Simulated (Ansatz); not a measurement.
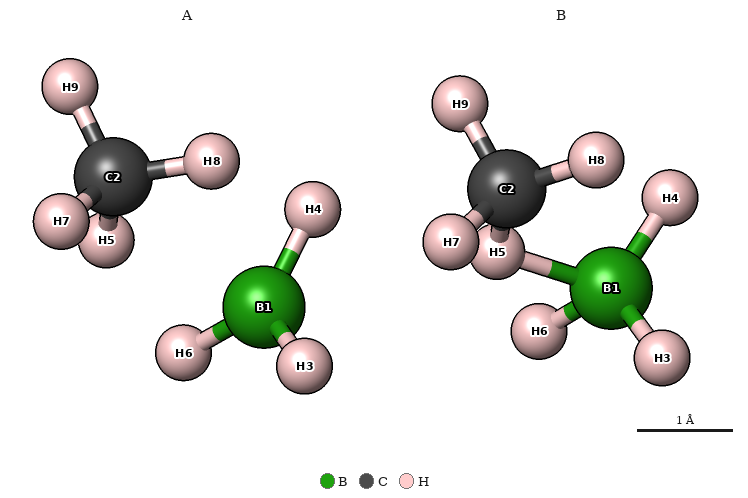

Two geometries of CH7B (started from a transition state, displaced along its imaginary mode), drawn at one scale. One is the start of a relaxation, the other its converged end. The picture is a ball-and-stick view, seen from a free direction.

Theory: RKS PBE0-D4/def2-TZVP (Ansatz). (force threshold 0.005 eV/Å; at most 200 steps)

> Which one is relaxed?

Structure A is the relaxed one. The energy falls by 0.542 eV in 11 accepted moves (13 points after the start). The largest force component goes from 3.4 to 0.002 eV/Å. The line search rejected the trial steps at points 3, 12 of the run. The forces were under the threshold at step 11, but the run went on from there. The atom that moves furthest after the best rigid fit is B1 (0.42 Å). Largest moves by element: B 0.42 Å, H 0.41 Å, C 0.29 Å. Some distances before and after: B1–C2 1.999 → 2.698 Å, B1–H5 1.337 → 1.984 Å, B1–H6 1.095 → 1.196 Å, B1–H3 1.236 → 1.194 Å. Bonds break: B1–H5 (1.34 → 1.98 Å). Among the angles between lasting bonds that change: H5–C2–H8 126.9° → 111.9°, H5–C2–H7 99.3° → 107.4°, H5–C2–H9 100.9° → 107.4°. The run took of the order of 30 core-seconds on a shared host.
